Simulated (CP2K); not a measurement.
# CH4ClGeO (SMILES [CH3][Ge]([OH])[Cl]): PM6

Aim: the vertical ionisation energy of CH4ClGeO at PM6, from 2 runs. 

The results are computed with CP2K 2026.2.

3 further runs of the same task are left out: 3 that didn't finish.

## (1) The molecule

CH4ClGeO has 8 atoms, charge 0, and is taken as a doublet. SMILES: `[CH3][Ge]([OH])[Cl]`. The shape is that of a PBE0-D4/def2-TZVP optimisation. This is one conformer, not always the lowest.

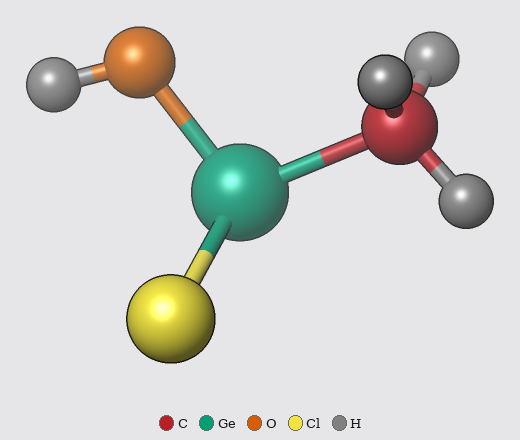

Viewed from a chosen angle; carbon red, germanium teal, oxygen orange, chlorine yellow, hydrogen grey.

## (2) A single-point energy at PM6

File calc.inp:

```
&GLOBAL
 PROJECT_NAME calc
 RUN_TYPE ENERGY
 PRINT_LEVEL MEDIUM
&END GLOBAL

&FORCE_EVAL
 METHOD QUICKSTEP
 &DFT
  MULTIPLICITY 2
  UKS T
  &QS
   METHOD PM6
   EPS_DEFAULT 1.0E-10
   &SE
    &COULOMB
     CUTOFF [angstrom] 50
     RC_RANGE [angstrom] 0
    &END COULOMB
    &EXCHANGE
     CUTOFF [angstrom] 50
     RC_RANGE [angstrom] 0
    &END EXCHANGE
   &END SE
  &END QS
  ! isolated system
  &POISSON
   PERIODIC NONE
   POISSON_SOLVER ANALYTIC
  &END POISSON
  ! SCF settings
  &SCF
   SCF_GUESS ATOMIC
   EPS_SCF 1.0E-06
   MAX_SCF 150
   ADDED_MOS 4
   &DIAGONALIZATION
    ALGORITHM STANDARD
   &END DIAGONALIZATION
   &MIXING
    METHOD DIRECT_P_MIXING
    ALPHA 0.4
   &END MIXING
  &END SCF
  ! extra output
  &PRINT
   &MOMENTS
    PERIODIC F
    REFERENCE COM
    MAX_MOMENT 1
   &END MOMENTS
   &MO ON
    ENERGIES T
    OCCUPATION_NUMBERS T
    NDIGITS 6
    &EACH
     QS_SCF 0
    &END EACH
    ADD_LAST NUMERIC
   &END MO
   &HIRSHFELD OFF
   &END HIRSHFELD
  &END PRINT
 &END DFT
 ! atoms, cell and kinds
 &SUBSYS
  &CELL
   ABC 18.2 20.3 18.5
   PERIODIC NONE
  &END CELL
  &COORD
   C      0.070000     1.235100    -0.045900
   Ge    -0.661500    -0.553500     0.272700
   O      0.714600    -1.504600     0.880000
   Cl    -1.247100    -1.432100    -1.639400
   H      0.419500     1.652400     0.898100
   H      0.906900     1.122600    -0.737600
   H     -0.694800     1.876200    -0.480900
   H      0.584600    -2.453200     0.797100
  &END COORD
  &TOPOLOGY
   &CENTER_COORDINATES
   &END CENTER_COORDINATES
  &END TOPOLOGY
 &END SUBSYS
&END FORCE_EVAL
```

Launch:

```bash
OMP_NUM_THREADS=1 cp2k.psmp -i calc.inp > calc.out 2>&1
```

The log of the run:

```text
CP2K| version string:                                       CP2K version 2026.2
[...]
 GLOBAL| Method name                                                        CP2K
[...]
 GLOBAL| Run type                                                         ENERGY
[...]
                             - Atoms:                                          8
[...]
                             - Spherical basis functions:                     25
[...]
 Number of electrons:                                                         13
[...]
     1 P_Mix/Diag. 0.40E+00    0.0     0.36917405       -24.9508281928 -2.50E+01
[...]
    18 DIIS/Diag.  0.24E-06    0.0     0.00000033       -29.5498243021 -2.87E-12
  *** SCF run converged in    18 steps ***
  Core-core repulsion energy [eV]:                           1296.84348382440112
  Core Hamiltonian energy [eV]:                             -1322.89154420903765
  Two-electron integral energy [eV]:                        -1556.08710318719909
  Electronic energy [eV]:                                   -2100.93509580263708
  Total energy [eV]:                                         -804.09161197823607
  Atomic reference energy [eV]:                               801.06745649061975
  Heat of formation [kcal/mol]:                               -69.73868779865786
[...]
 SE_DIPOLE| Moment [Debye]          0.39226147      -1.25575296      -1.59280924
 SE_DIPOLE| Derivative [a.u.]       0.00000000       0.00000000       0.00000000
 ENERGY| Total FORCE_EVAL ( QS ) energy [hartree]            -29.549824302099896
[...]
```

It took 0.26 s on 1 thread of Arm Neoverse V2, shared host.

## (3) The singlet cation, same level

File job.inp:

```
&GLOBAL
  PROJECT job
  RUN_TYPE ENERGY
  PRINT_LEVEL MEDIUM
&END GLOBAL

&FORCE_EVAL
  METHOD Quickstep
  &DFT
    CHARGE 1
    &QS
      METHOD PM6
      EPS_DEFAULT 1.0E-10
      &SE
        &COULOMB
          CUTOFF [angstrom] 50
          RC_RANGE [angstrom] 0
        &END COULOMB
        &EXCHANGE
          CUTOFF [angstrom] 50
          RC_RANGE [angstrom] 0
        &END EXCHANGE
      &END SE
    &END QS
    ! no periodic images
    &POISSON
      PERIODIC NONE
      POISSON_SOLVER ANALYTIC
    &END POISSON
    ! self-consistent field
    &SCF
      SCF_GUESS ATOMIC
      EPS_SCF 1.0E-06
      MAX_SCF 150
      ADDED_MOS 4
      &DIAGONALIZATION
        ALGORITHM STANDARD
      &END DIAGONALIZATION
      &MIXING
        METHOD DIRECT_P_MIXING
        ALPHA 0.4
      &END MIXING
    &END SCF
    &PRINT
      &MOMENTS
        PERIODIC F
        REFERENCE COM
        MAX_MOMENT 1
      &END MOMENTS
      &MO ON
        ENERGIES T
        OCCUPATION_NUMBERS T
        NDIGITS 6
        &EACH
          QS_SCF 0
        &END EACH
        ADD_LAST NUMERIC
      &END MO
      &HIRSHFELD OFF
      &END HIRSHFELD
    &END PRINT
  &END DFT
  &SUBSYS
    ! vacuum box
    &CELL
      ABC 18.2 20.3 18.5
      PERIODIC NONE
    &END CELL
    &COORD
      C      0.070000     1.235100    -0.045900
      Ge    -0.661500    -0.553500     0.272700
      O      0.714600    -1.504600     0.880000
      Cl    -1.247100    -1.432100    -1.639400
      H      0.419500     1.652400     0.898100
      H      0.906900     1.122600    -0.737600
      H     -0.694800     1.876200    -0.480900
      H      0.584600    -2.453200     0.797100
    &END COORD
    &TOPOLOGY
      &CENTER_COORDINATES
      &END CENTER_COORDINATES
    &END TOPOLOGY
  &END SUBSYS
&END FORCE_EVAL
```

Launch:

```bash
OMP_NUM_THREADS=1 cp2k.psmp -i job.inp > job.out 2>&1
```

The log of the run:

```text
CP2K| version string:                                       CP2K version 2026.2
[...]
 GLOBAL| Method name                                                        CP2K
[...]
 GLOBAL| Run type                                                         ENERGY
[...]
                             - Atoms:                                          8
[...]
                             - Spherical basis functions:                     25
[...]
 Number of electrons:                                                         24
[...]
     1 P_Mix/Diag. 0.40E+00    0.0     0.72569165       -25.1869189523 -2.52E+01
[...]
    18 DIIS/Diag.  0.86E-07    0.0     0.00000020       -29.2510341190 -7.74E-12
  *** SCF run converged in    18 steps ***
  Core-core repulsion energy [eV]:                           1296.84348382440112
  Core Hamiltonian energy [eV]:                             -1290.86142310747164
  Two-electron integral energy [eV]:                        -1603.88635666244659
  Electronic energy [eV]:                                   -2092.80460143869504
  Total energy [eV]:                                         -795.96111761429370
  Atomic reference energy [eV]:                               801.06745649061975
  Heat of formation [kcal/mol]:                               117.75498123310810
[...]
 SE_DIPOLE| Moment [Debye]          1.26306062      -1.77431017      -3.03807140
 SE_DIPOLE| Derivative [a.u.]       0.00000000       0.00000000       0.00000000
 ENERGY| Total FORCE_EVAL ( QS ) energy [hartree]            -29.251034119035268
[...]
```

It took 0.24 s on 1 thread of Arm Neoverse V2, shared host.

## (4) Outcome

Level: PM6.

| quantity | value |
| --- | --- |
| doublet CH4ClGeO: total energy | -29.54982 Eh |
| doublet CH4ClGeO: dipole moment | 2.07 D |
| doublet CH4ClGeO: HOMO energy (highest over α and β) | -8.25 eV |
| doublet CH4ClGeO: LUMO energy (lowest over α and β) | -2.01 eV |
| doublet CH4ClGeO: heat of formation | -69.7 kcal/mol |
| singlet cation: total energy | -29.25103 Eh |
| singlet cation: HOMO energy | -16.21 eV |
| singlet cation: LUMO energy | -8.00 eV |
| singlet cation: HOMO–LUMO gap | 8.20 eV |
| singlet cation: heat of formation | 117.8 kcal/mol |
| vertical ionisation energy (to the singlet cation) | 8.130 eV |

**Reading.** Removing an electron at fixed nuclei costs 8.13 eV (187 kcal/mol). Only the singlet of the ionised species was computed; a triplet could lie lower.
